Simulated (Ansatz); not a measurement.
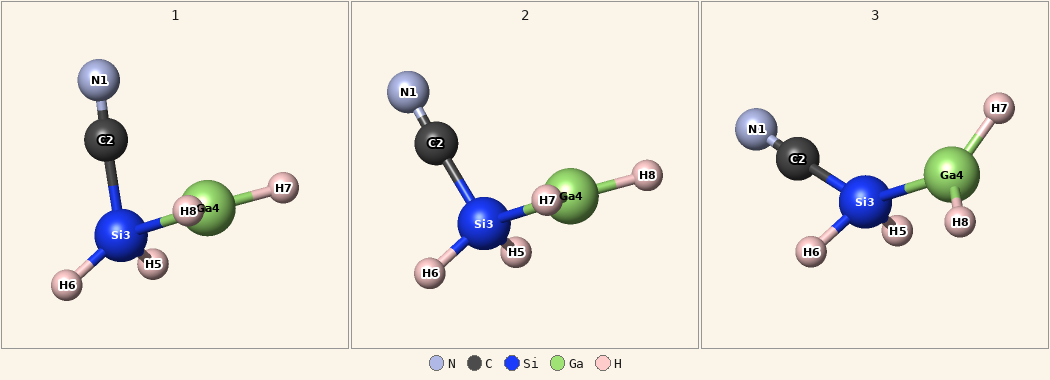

CH₄GaNSi, SMILES N#C[SiH2][GaH2]. Coordinates scanned: (1) angle C2–Si3–Ga4; (2) dihedral C2–Si3–Ga4–H7. Nothing is relaxed (all other coordinates rigid). The scan uses a 7 × 8 grid. Points are written as (first, second). Energies: kJ/mol, counted from the relaxed molecule at the same level. Method: Ansatz, RKS PBE0-D4/def2-TZVP.

The numbered pictures are structures from this grid.

Rank them by energy, lowest first.

Answer. 2, at (110.6°, 90°): 1.8 kJ/mol; 1, at (80.6°, −90°): 36 kJ/mol; 3, at (140.6°, −45°): 58 kJ/mol.

The map, with the structures marked:

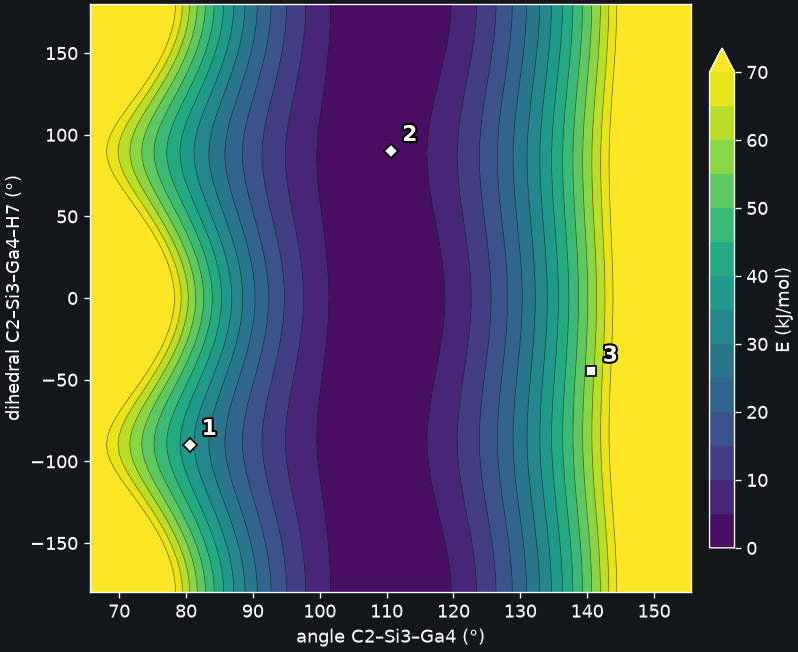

In the figure: filled contours, one colour for all values above the top of the scale. Between grid points the surface is interpolated.
